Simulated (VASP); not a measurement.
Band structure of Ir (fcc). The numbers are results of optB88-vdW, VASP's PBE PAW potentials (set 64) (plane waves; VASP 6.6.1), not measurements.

Unless said otherwise, spin-orbit coupling is left out, though it shifts the bands of the heavy elements here.

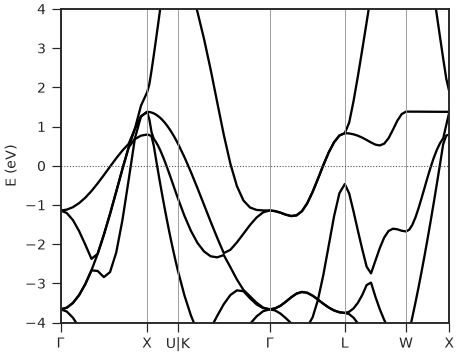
Figure. Bands along high-symmetry lines, zero at the valence-band maximum or, without a gap, the Fermi level

Q: Read the plot: is there a gap, and where are the band edges?

A: It has no gap at this level: it comes out as a metal or semimetal. (Edges off the drawn lines would not show.)

The compound is Ir in the fcc structure. It was relaxed first.
